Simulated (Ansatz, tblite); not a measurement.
**BH2Et (C2H7B): one state, many levels**

How do method and basis change the picture of BH2Et (C2H7B) (singlet)?

The runs use Ansatz 0.2.0, Gaussian basis; as each input shows.

Levels to be run: GFN1-xTB, GFN2-xTB, PBE-D4/def2-TZVP, r2SCAN-D4/def2-TZVP, ωB97M-V/def2-TZVP, HSE06-D4/def2-TZVP, HF/def2-TZVP, PBE-D4/def2-SVP, PBE0-D4/def2-SVP, HF/STO-3G, CCSD(T)/def2-TZVPP, MP2/def2-TZVP.

2 further runs of the same task are left out: 2 set aside as unsound or not needed.

### Step 1. The geometry

The geometry is that of the singlet, from an earlier relaxation (PBE-D4/def2-TZVP).

10 atoms, charge 0, spin multiplicity 1.

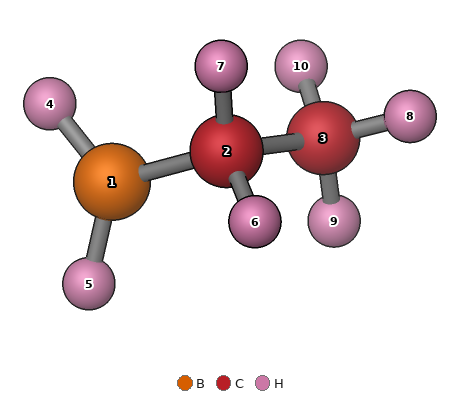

The geometry (boron orange, carbon red, hydrogen pink); atoms are numbered from 1 in the order of the file.

Geometry (Å):

```
B     0.59933    1.12353    0.53873
C    -0.18024   -0.21631    0.66687
C    -0.32196   -0.67988   -0.81466
H     1.80441    1.13286    0.50628
H     0.01463    2.16177    0.35564
H    -1.18748   -0.10902    1.09679
H     0.35818   -0.99643    1.22601
H    -0.87099   -1.63115   -0.86437
H    -0.87397    0.05265   -1.42230
H     0.65808   -0.83802   -1.28896
```

PBE0-D4/def2-TZVP was run before; its log isn't repeated, and its numbers join the tables.

### Step 2. GFN1-xTB

Tight binding, by tblite at 300 K electronic temperature and without a spin-polarisation term:

```python
tblite.interface.Calculator('GFN1-xTB', numbers, positions, charge=0, uhf=0).singlepoint()
```

Energy -254.9030 eV, HOMO -12.23 eV, LUMO -7.49 eV; 0.003 s.

### Step 3. GFN2-xTB

Tight binding, by tblite at 300 K electronic temperature and without a spin-polarisation term:

```python
tblite.interface.Calculator('GFN2-xTB', numbers, positions, charge=0, uhf=0).singlepoint()
```

Energy -246.5052 eV, HOMO -11.11 eV, LUMO -6.82 eV; 0.002 s.

### Step 4. PBE-D4/def2-TZVP

start.molden holds the orbitals of an earlier run on this state, given as this run's starting guess.

The input, in.yaml:

```yaml
crystal:
  periodic: [false, false, false]
  atoms:
    - {symbol: B, position_ang: [0.599331, 1.123533, 0.538729]}
    - {symbol: C, position_ang: [-0.180237, -0.216307, 0.666867]}
    - {symbol: C, position_ang: [-0.321964, -0.679880, -0.814665]}
    - {symbol: H, position_ang: [1.804406, 1.132859, 0.506281]}
    - {symbol: H, position_ang: [0.014632, 2.161770, 0.355638]}
    - {symbol: H, position_ang: [-1.187476, -0.109023, 1.096789]}
    - {symbol: H, position_ang: [0.358182, -0.996433, 1.226010]}
    - {symbol: H, position_ang: [-0.870989, -1.631150, -0.864372]}
    - {symbol: H, position_ang: [-0.873966, 0.052650, -1.422305]}
    - {symbol: H, position_ang: [0.658080, -0.838019, -1.288962]}
basis:
  gaussian: {orbitals: def2-TZVP, initial_orbitals: start.molden}
hamiltonian: {xc: pbe, dispersion: d4}
scf: {omitted_lower_state_checks: [starts]}
output: {forces: true, orbitals: {seedname: orbitals}}
```

Run with:

```sh
$ ansatz run in.yaml --threads 2 --pin off --events-out ev --progress --plain --max-ram 4352MiB
```

Further steps of the session: r2SCAN-D4/def2-TZVP; ωB97M-V/def2-TZVP; HSE06-D4/def2-TZVP; HF/def2-TZVP; PBE-D4/def2-SVP; PBE0-D4/def2-SVP; HF/STO-3G; CCSD(T)/def2-TZVPP; MP2/def2-TZVP.

**Question.** What will the summary of the whole plan be? Wanted: gap in def2-TZVP, named functionals and Hartree-Fock, smallest and largest; correlation energy, CCSD(T)/def2-TZVPP; correlation energy, MP2/def2-TZVP; binding an atom, CCSD(T)/def2-TZVPP; PBE0 total energy, smallest basis above largest.

As calculated:

| quantity | value |
| --- | --- |
| gap in def2-TZVP, named functionals and Hartree-Fock, smallest and largest | 5.16 eV (PBE-D4), 14.30 eV (HF) |
| correlation energy, CCSD(T)/def2-TZVPP | -14.20 eV |
| correlation energy, MP2/def2-TZVP | -12.07 eV |
| binding an atom, CCSD(T)/def2-TZVPP | 3.738 eV |
| PBE0 total energy, smallest basis above largest | 3.06 eV (def2-SVP, def2-TZVP) |

What this shows: Over the named functionals and Hartree-Fock in def2-TZVP the gap runs from 5.16 eV (PBE-D4) to 14.30 eV (HF); exact exchange widens it. A small miss in a minimal or small basis is a cancelling of errors, not accuracy. The functionals in def2-TZVP miss CCSD(T)/def2-TZVPP by +0.084 (ωB97M-V) to +0.117 eV (PBE-D4) an atom. CCSD(T)/def2-TZVPP isn't at the basis-set limit; small misses against it rank nothing.
